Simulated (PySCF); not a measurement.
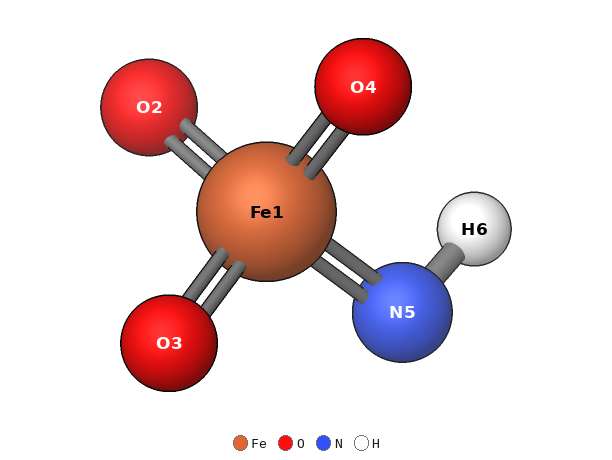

Charge 0, singlet. Computed geometry: PBE0-D3(BJ)/def2-SVP optimisation. No frequency run is at hand to confirm it as a minimum. Level of theory: delta-SCF UKS SCAN, pcX-2 on the ionised atom (unc-x2c-TZVPall on a metal), pcseg-1 elsewhere, spin-free X2C (PySCF 2.14.0).

Give the core-electron binding energies (to vacuum; p and d levels without spin–orbit splitting) of Fe1 2p, O2 1s, N5 1s.

```
atom  level  binding energy (eV)
 Fe1     2p                724.4
  O2     1s                538.7
  N5     1s                406.2
```
